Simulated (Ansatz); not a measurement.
# ClH$_{3}$OW···HCl: what the fields show

```yaml
atoms:
  - { symbol: W, position_ang: [-0.0109, 0.5752, -0.6288] }
  - { symbol: Cl, position_ang: [0.9483, -0.0903, 2.7723] }
  - { symbol: H, position_ang: [1.0291, -0.8649, 1.6855] }
  - { symbol: Cl, position_ang: [0.1254, 2.5980, 0.3756] }
  - { symbol: H, position_ang: [-0.9713, -0.4625, 0.2822] }
  - { symbol: H, position_ang: [1.2147, -0.4792, -0.1425] }
  - { symbol: O, position_ang: [-0.2729, -0.0079, -2.3377] }
  - { symbol: H, position_ang: [-0.3133, 0.1941, -3.2824] }
```

Core potentials replace the inner electrons of W; not at a stationary point (largest force 1.0 eV/Å).

Computed with Ansatz 0.2.0, RKS B3LYP-D4/def2-SVP.

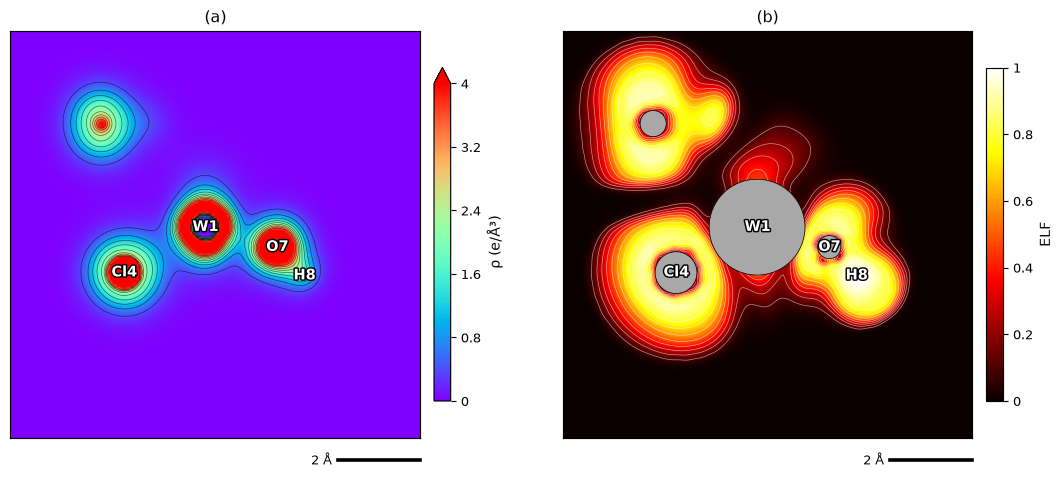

Figure 1. (a) electron density; (b) electron localisation function on the plane of atoms Cl4, W1 and O7. Grey discs cover the atomic cores in the ELF map.

**Describe what can be read from this map.**

- The plane passes through W, Cl, O and H nuclei.
- W–O (1.82 Å): the density is about 1.2 e/Å³ at the midpoint; the ELF peaks at about 0.85 in the valence shell of O, 0.5 Å from its nucleus, and drops to about 0.30 between the two atoms.
- W–Cl (2.26 Å): ρ at the midpoint is about 0.7 e/Å³; the ELF peaks at about 0.85 in the valence shell of Cl, 0.8 Å from its nucleus, and is about 0.35 at the midpoint.
- O–H (0.97 Å): the density is about 3.7 e/Å³ at the midpoint; the ELF climbs to about 1 towards the hydrogen, as it does in any bond to H; a covalent bond by its length.
- The ELF also peaks beside Cl2, away from the bonds: lone-pair regions.

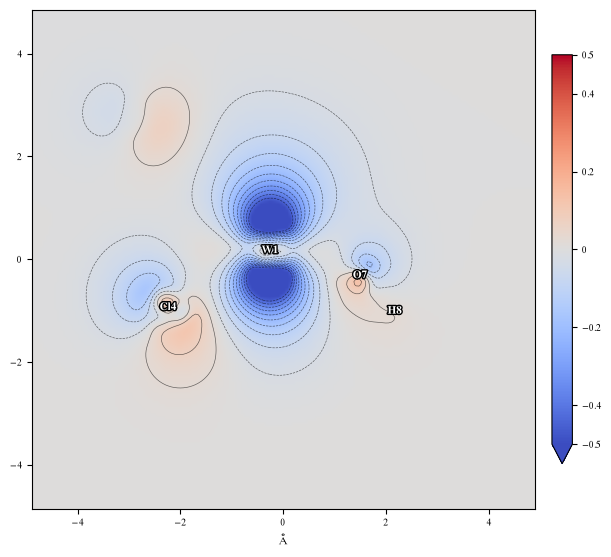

Figure 2. One frontier orbital on the plane of atoms Cl4, W1 and O7 (values in Å⁻³ᐟ²; the overall sign is arbitrary).

**Which orbital is it: HOMO or LUMO?**

The HOMO, at −5.20 eV. Its weight (Hirshfeld) is mainly on W1 (about 85 %).

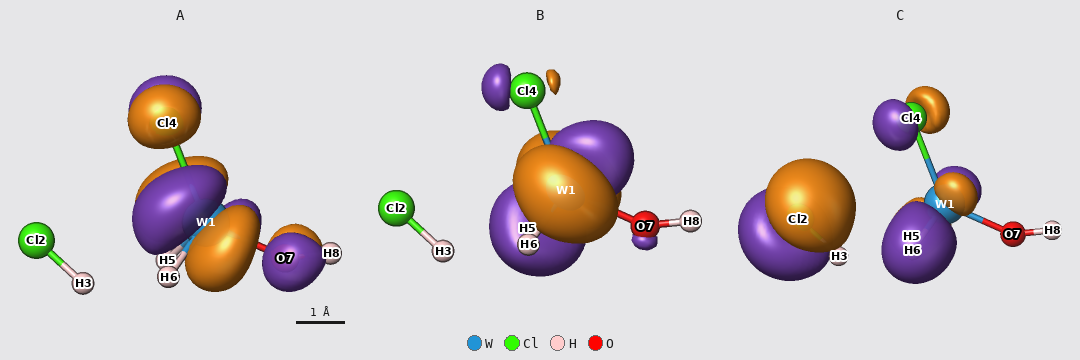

Figure 3. Three frontier orbitals at ±0.1 Å⁻³ᐟ² (orange and purple are the two phases), in no order.

**Order the three orbitals by energy and name them.**

C is the HOMO−1 (−8.29 eV). It lies mainly on Cl2 (about 70 %), W1 (about 10 %) and H6 (about 10 %); largely a lone pair of Cl2. B is the HOMO (−5.20 eV). It lies mainly on W1 (about 85 %). A is the LUMO (−2.56 eV). It lies mainly on W1 (about 70 %), Cl4 (about 10 %) and O7 (about 10 %).

**What is the HOMO–LUMO gap?**

2.64 eV between the orbital energies.
